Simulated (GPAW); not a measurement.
# GaAs (F-43m): G0W0 with GPAW, start to end

Aim: the G0W0 gap of GaAs (F-43m) on PBE, step by step.

Program: GPAW 26.7.0. Level of theory: PBE and many-body steps on it, plane waves. Results are calculated unless marked as measured.

**The experiments to reproduce.**

- Gap 1.51 eV: band-edge emission energy from PL (direct gap at Gamma); photoluminescence, 633 nm excitation; 77 K; bulk crystal (MBE GaAs matrix around a thin InAs wetting layer on semi-insulating GaAs (100)) (“Photoluminescence of InAs/GaAs quantum dots under direct two-photon excitation”, 2020, pmc:7331710).

- Gap 1.412 ± 0.01 eV: direct gap E0 at Gamma from ellipsometry; variable-angle spectroscopic ellipsometry, parametric critical-point fit; 300 K; bulk crystal (semi-insulating GaAs(001) reference substrate with native oxide) (“Evidence of valence band perturbations in GaAsN/GaAs(001): A combined variable-angle spectroscopic ellipsometry and modulated photoreflectance investigation”, 2008, arxiv:0805.2212).

- Gap 1.42 eV: fundamental direct gap E0 at Gamma, seen as sharp points in Psi and Delta; spectroscopic ellipsometry; 300 K; bulk crystal (semi-insulating GaAs (100) substrate) (“Ellipsometric study of the Electronic Structure of GaMnAs and LT-GaAs”, 2004, arxiv:cond-mat/0404304).

- Gap 1.418 ± 0.005 eV: direct gap E0 at Gamma from PR; modulated photoreflectance, low-field lineshape fit; 300 K; bulk crystal (semi-insulating GaAs(001) reference substrate) (“Evidence of valence band perturbations in GaAsN/GaAs(001): A combined variable-angle spectroscopic ellipsometry and modulated photoreflectance investigation”, 2008, arxiv:0805.2212).

### Step 1. Set-up

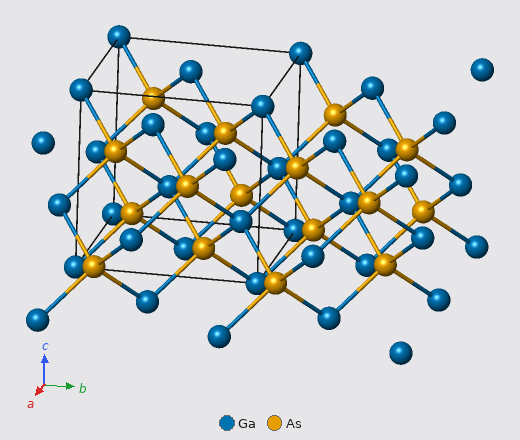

The starting structure, seen slightly off an axis (gallium blue, arsenic orange). 2×2×1 cells are drawn. This picture shows the conventional cell, with its axes. Bonds to atoms that aren't drawn are left out. Some periodic images of atoms are drawn too.

Coordinates:

```cif
data_structure
_symmetry_space_group_name_H-M 'F-43m'
_symmetry_Int_Tables_number 216
_cell_length_a 5.6537
_cell_length_b 5.6537
_cell_length_c 5.6537
_cell_angle_alpha 90.000
_cell_angle_beta 90.000
_cell_angle_gamma 90.000
_cell_volume 180.72
loop_
_atom_site_label
_atom_site_type_symbol
_atom_site_symmetry_multiplicity
_atom_site_Wyckoff_symbol
_atom_site_fract_x
_atom_site_fract_y
_atom_site_fract_z
_atom_site_occupancy
Ga1 Ga 4 a 0.00000 0.00000 0.00000 1
As1 As 4 d 0.25000 0.25000 0.75000 1
```

The cell and positions come from the Crystallography Open Database and are kept as given unless a step says otherwise.

### Step 2. Ground state

This step: GPAW 26.7.0; DFT, PBE, plane waves, PAW.

The ground-state density comes first.

run.py reads:

```python
import json
import numpy as np
from gpaw.mpi import world
from ase import Atoms
from gpaw import GPAW, PW, FermiDirac

atoms = Atoms(['Ga', 'As'],
    cell=[[0.0000000000, 2.8268500000, 2.8268500000],
      [2.8268500000, 0.0000000000, 2.8268500000],
      [2.8268500000, 2.8268500000, 0.0000000000]],
    scaled_positions=[[0.0000000000, 0.0000000000, 0.0000000000],
      [0.2500000000, 0.2500000000, 0.2500000000]],
    pbc=(True, True, True))
calc = GPAW(mode=PW(450),
    xc='PBE',
    kpts={'size': (8, 8, 8), 'gamma': True},
    occupations=FermiDirac(0.001),
    nbands=-7,
    convergence={'density': 1e-6, 'bands': -3},
    maxiter=100,
    txt='gs.txt')
atoms.calc = calc
res = {'energy': atoms.get_potential_energy()}
kpts = calc.get_ibz_k_points()
res['kpts'] = kpts
res['eigenvalues'] = [calc.get_eigenvalues(kpt=k) for k in range(len(kpts))]
res['n_electrons'] = calc.get_number_of_electrons()
calc.write('gs.gpw')

if world.rank == 0:
    with open('result.json', 'w') as f:
        json.dump(res, f, default=lambda x: x.tolist())
```

Command:

```console
$ mpirun -n 8 gpaw python run.py
```

Numbers of over 12 decimals in the logs are rounded to 6 here.

Output:

```text
__  _  _
 | _ |_)|_||  |
 |__||  | ||/\| - 26.7.0

Input parameters:
  mode=PW(ecut=450.000000),
  convergence={'density': 1e-06, 'bands': -3},
  kpts=MonkhorstPack(size=(8, 8, 8), gamma=True),
  maxiter=100,
  nbands=-7,
  occupations=Occupations(name='fermi-dirac', width=0.001, fixmagmom=False),
  xc=XC(name='PBE')
  [... matrices ...]
Diagonalizing LCAO Hamiltonian
Converting LCAO to pw mode

           As

       Ga

Atoms  # Å, Bohr magnetons
|   | symbol |        x |        y |        z |    initial magnetic moments |
| 0 |     Ga | 0.000000 | 0.000000 | 0.000000 | ( 0.0000,  0.0000,  0.0000) |
| 1 |     As | 1.413425 | 1.413425 | 1.413425 | ( 0.0000,  0.0000,  0.0000) |

Unit cell  # Å
| periodic |        x |        y |        z |  lengths |    angles |
|      yes | 0.000000 | 2.826850 | 2.826850 | 3.997770 | 60.000000 |
|      yes | 2.826850 | 0.000000 | 2.826850 | 3.997770 | 60.000000 |
|      yes | 2.826850 | 2.826850 | 0.000000 | 3.997770 | 60.000000 |

Number of symmetries: 24
Symmetry operations  # r_c * U_cc + t_c -> r_c
|    | kind |            matrix            |
|  0 |  E   |  1, 0, 0,  0, 1, 0,  0, 0, 1 |
|  1 |  σ   |  1, 0, 0,  0, 0, 1,  0, 1, 0 |
|  2 |  σ   |  1, 0,-1,  0, 1,-1,  0, 0,-1 |
|  3 |  C3  |  1, 0,-1,  0, 0,-1,  0, 1,-1 |
|  4 |  C3  |  1,-1, 0,  0,-1, 1,  0,-1, 0 |
|  5 |  σ   |  1,-1, 0,  0,-1, 0,  0,-1, 1 |
|  6 |  σ   |  0, 1, 0,  1, 0, 0,  0, 0, 1 |
|  7 |  C3  |  0, 1, 0,  0, 0, 1,  1, 0, 0 |
|  8 |  C2  |  0, 1,-1,  1, 0,-1,  0, 0,-1 |
|  9 |  S4  |  0, 1,-1,  0, 0,-1,  1, 0,-1 |
| 10 |  C3  |  0, 0, 1,  1, 0, 0,  0, 1, 0 |
| 11 |  σ   |  0, 0, 1,  0, 1, 0,  1, 0, 0 |
| 12 |  S4  |  0, 0,-1,  1, 0,-1,  0, 1,-1 |
| 13 |  C3  |  0, 0,-1,  0, 1,-1,  1, 0,-1 |
| 14 |  S4  |  0,-1, 1,  1,-1, 0,  0,-1, 0 |
| 15 |  C2  |  0,-1, 1,  0,-1, 0,  1,-1, 0 |
| 16 |  C3  |  0,-1, 0,  1,-1, 0,  0,-1, 1 |
| 17 |  S4  |  0,-1, 0,  0,-1, 1,  1,-1, 0 |
| 18 |  S4  | -1, 1, 0, -1, 0, 1, -1, 0, 0 |
| 19 |  C3  | -1, 1, 0, -1, 0, 0, -1, 0, 1 |
| 20 |  C3  | -1, 0, 1, -1, 1, 0, -1, 0, 0 |
| 21 |  S4  | -1, 0, 1, -1, 0, 0, -1, 1, 0 |
| 22 |  σ   | -1, 0, 0, -1, 1, 0, -1, 0, 1 |
| 23 |  C2  | -1, 0, 0, -1, 0, 1, -1, 1, 0 |

BZ-sampling:
  Number of BZ points: 512
  Number of IBZ points: 29

  Monkhorst-Pack size: [8, 8, 8]
  Monkhorst-Pack shift: [0.0625, 0.0625, 0.0625]

K-points  # in reciprocal-cell coordinates
|     |                                coordinates |     weight |
|   0 | (  0.00000000,   0.00000000,   0.00000000) | 0.00195312 |
|   1 | (  0.12500000,   0.12500000,   0.00000000) | 0.01171875 |
|   2 | (  0.12500000,   0.12500000,   0.12500000) | 0.01562500 |
|   3 | (  0.25000000,   0.12500000,   0.12500000) | 0.02343750 |
|   4 | (  0.25000000,   0.25000000,   0.00000000) | 0.01171875 |
|   5 | (  0.25000000,   0.25000000,   0.12500000) | 0.04687500 |
|   6 | (  0.25000000,   0.25000000,   0.25000000) | 0.01562500 |
|   7 | (  0.37500000,   0.25000000,  -0.37500000) | 0.04687500 |
|   8 | (  0.37500000,   0.25000000,   0.12500000) | 0.04687500 |
|   9 | (  0.37500000,   0.25000000,   0.25000000) | 0.04687500 |
| ... |                                            |            |
|  28 | (  0.50000000,   0.50000000,   0.50000000) | 0.00781250 |

Plane wave coefficients: 995
Cutoff: 450.000000 eV

Spin-components: 1 (collinear spins)
Bands:           11
Projectors:      10
Spin-degeneracy: 2
Datatype:        complex128

  Storage: CPU
  Wave functions: 4_802_864 bytes (600_358 per core)
  Projectors: 9_169_104 bytes (1_146_138 per core)
  [... matrices ...]
Parallelization:
  kpt:    8
  domain: 1
  band:   1

Density:
  Valence electrons: 8.0
  Components: 1
  Grid points: [20 20 20]
  Charge: 0.0  # |e|

Potential:
  Grid points: [20 20 20]

species:
  Ga:
    name:    Gallium
    Z:       31.0
    valence: 3
    core:    28
    charge:  0.0  # [|e|]
    compensation charges:
      type: gauss
      rc: 0.37  # [Å]
      lmax: 2
    cutoffs:
      filter: 2.06  # [Å]
      core: 4.17  # [Å]
    projectors
    | kind |    occ | energy [eV] | rcut [Å] |
    |   4s |  2.000 |      -8.945 |    1.164 |
    |   4p |  1.000 |      -2.580 |    1.164 |
    |    s |        |      18.266 |    1.164 |
    |    p |        |      24.631 |    1.164 |
    |    d |        |       0.000 |    1.164 |

    Using partial waves for Ga as LCAO basis

  As:
    name:    Arsenic
    Z:       33.0
    valence: 5
    core:    28
    charge:  0.0  # [|e|]
    compensation charges:
      type: gauss
      rc: 0.33  # [Å]
      lmax: 2
    cutoffs:
      filter: 1.87  # [Å]
      core: 2.96  # [Å]
    projectors
    | kind |    occ | energy [eV] | rcut [Å] |
    |   4s |  2.000 |     -14.487 |    1.058 |
    |   4p |  3.000 |      -5.196 |    1.058 |
    |    s |        |      12.725 |    1.058 |
    |    p |        |      22.016 |    1.058 |
    |    d |        |       0.000 |    1.058 |

    Using partial waves for As as LCAO basis

Reference energy: -114387.645129  # eV

eigensolver:
  PPCG
  Converge bands: -3
  niter=2

density mixing:
  MSR1-Mixer
  Pratt-step length: 0.05
  Maximum mixing coefficient: 0.75
  Old densities: 10
  SVD Regularization: 0.005
  Good broyden scale: 1.0
  Trust region scale: 1.0
  Backstep threshold: 4.0
  History deletion threshold: 6.0
  Fourier metric: weight=20.0, sigma=0.015

occupation numbers:
  Fermi-Dirac:
    width: 0.0010  # eV

poisson solver:
  ecut: 3600.000000  # eV

xc functional:
  name: PBE with 2 nearest neighbor stencil

Initialization done in: 0.835 s

convergence criteria:
- Maximum integral of absolute [dens]ity change: 1e-06 electrons / valence electron
- Maximum [total energy] change in last 3 cyles: 0.0005 eV / valence electron
- Maximum integral of absolute [eigenst]ate change: 4e-08 eV^2 / valence electron
maximum number of iterations: 100

SCF iterations
|iter     |     time |      energy | eigst |  dens |
|iter:   1|  |   -8.316320 | +0.83 |       |
|iter:   2|  |   -8.299042 | -0.89 | -0.89 |
|iter:   3|  |   -8.226448 | -1.89 | -0.93 |
|iter:   4|  |   -8.228217 | -3.47 | -1.52 |
|iter:   5|  |   -8.228468c| -4.39 | -2.05 |
|iter:   6|  |   -8.228485c| -5.53 | -2.81 |
|iter:   7|  |   -8.228486c| -7.17 | -3.55 |
|iter:   8|  |   -8.228486c| -8.21c| -4.10 |
|iter:   9|  |   -8.228486c| -8.83c| -5.41 |
|iter:  10|  |   -8.228486c| -9.30c| -5.84 |
|iter:  11|  |   -8.228486c|-10.25c| -7.02c|

Converged in 11 steps
SCF loop duration: 1.093 s (0.099 s/step)
Energy contributions relative to reference atoms: (reference = -114387.645129)
  [... matrices ...]
Energy contributions:
  Kinetic:          26.974889
  Coulomb:         -23.863253
  Zero:              0.019023
  External:          0.000000
  Xc:              -11.359144
  Entropy:          -0.000000
  Spinorbit:         0.000000
  ----------------------------
  Free energy:      -8.228486
  Extrapolated:     -8.228486

dipole moment: (-17.920499, -17.920499, -17.920499)  # |e|*Ang

Fermi level: 4.952
Eigenvalues  # (at kpt = [0.000, 0.000, 0.000])
| band index |      eig [eV] | occ [0-2] |
|          0 |        -7.775 |     2.000 |
|          1 |         4.921 |     2.000 |
|          2 |         4.921 |     2.000 |
|          3 |         4.921 |     2.000 |
|          4 |         5.508 |     0.000 |
|          5 |         8.695 |     0.000 |
|          6 |         8.695 |     0.000 |
|          7 |         8.695 |     0.000 |
|          8 |        12.577 |     0.000 |
|          9 |        15.009 |     0.000 |
|         10 |        15.009 |     0.000 |

Gap: 0.587 eV
Transition (v -> c):
  (s=0, k=0, n=3, [0.00, 0.00, 0.00]) -> (s=0, k=0, n=4, [0.00, 0.00, 0.00])
No difference between direct/indirect transitions
# Writing to gs.gpw (mode='')
  [... matrices ...]
```

Elapsed: 3.8 s, on 8 MPI ranks of Arm Neoverse V1, shared host; peak memory 0.9 GiB.

Numbers from this step:

```
total energy               : -8.228 eV
gap                        : 0.5868 eV
k of the valence top       : 0, 0, 0
k of the conduction bottom : 0, 0, 0
least direct gap           : 0.5868 eV
```

The gap is direct, at Γ.

### Step 3. Empty states on the mesh, 6×6×6 mesh, 247 bands

The sums over transitions need many empty states on a uniform mesh; this step solves for them.

run.py reads:

```python
import json
import numpy as np
from gpaw.mpi import world
from gpaw import GPAW

calc = GPAW('gs.gpw').fixed_density(kpts={'size': (6, 6, 6), 'gamma': True},
    parallel={'domain': 1, 'band': 1},
    txt='nscf.txt')
calc.diagonalize_full_hamiltonian(nbands=247)
calc.write('full.gpw', mode='all')
res = {}
kpts = calc.get_ibz_k_points()
res['kpts'] = kpts
res['eigenvalues'] = [calc.get_eigenvalues(kpt=k) for k in range(len(kpts))]
res['n_electrons'] = calc.get_number_of_electrons()

if world.rank == 0:
    with open('result.json', 'w') as f:
        json.dump(res, f, default=lambda x: x.tolist())
```

Command:

```console
$ mpirun -n 8 gpaw python run.py
```

Output:

```text
Diagonalizing LCAO Hamiltonian
Converting LCAO to pw mode
convergence criteria:
- Maximum integral of absolute [eigenst]ate change: 4e-08 eV^2 / valence electron
maximum number of iterations: 100

SCF iterations
|iter     |     time |      energy | eigst |  dens |
|iter:   1|  |             | +0.85 |       |
|iter:   2|  |             | -0.96 |       |
|iter:   3|  |             | -2.90 |       |
|iter:   4|  |             | -4.63 |       |
|iter:   5|  |             | -5.91 |       |
|iter:   6|  |             | -6.99 |       |
|iter:   7|  |             | -7.70c|       |
SCF steps: 7
  __  _  _
 | _ |_)|_||  |
 |__||  | ||/\| - 26.7.0

Input parameters:
  mode=PW(ecut=450.000000),
  convergence={'density': 1e-06, 'bands': -3},
  gpts=array([20, 20, 20]),
  kpts=MonkhorstPack(size=(6, 6, 6), gamma=True),
  maxiter=100,
  nbands=11,
  occupations=Occupations(name='fermi-dirac', width=0.001, fixmagmom=False),
  parallel={'domain': 1, 'band': 1},
  xc=XC(name='PBE')
Matrix size: 966x966
# Writing to full.gpw (mode='all')
  [... matrices ...]

timing:  # [seconds]
  Total: 3.006  # ━━━━━━━━━━━━━━━━━━━━━━━━━━━━━━━━━━━━━━━━━━━━━━━━━━━━━━━━━━━
```

Wall time 6.2 s (8 MPI ranks); peak memory 1.6 GiB.

Numbers from this step:

| Property | Result |
| --- | --- |
| gap | 0.5868 eV |
| k of the valence top | 0, 0, 0 |
| k of the conduction bottom | 0, 0, 0 |
| least direct gap | 0.5868 eV |
| k points computed | 16 |
| lowest point of the top converged band, above the valence top | 161.0810 eV |

On this mesh the gap is 0.587 eV.

(Part 1 of 2 ends here.)

[Paths, hosts, dates, memory and timing lines, banners, echoed tables and standing remarks are left out of the program output.]

[Logs are printed without paths, hosts, clocks, repeated set-up lines and the standing remarks that a program may print on its own settings, such as how far it seeks lower states.]

[Runs of the session that timed out or met a known fault of the program may be left out.]

[Hosts, paths, dates, database ids (printed as entryN), source tags and the programs' standing remarks are cut or masked in the printed files.]
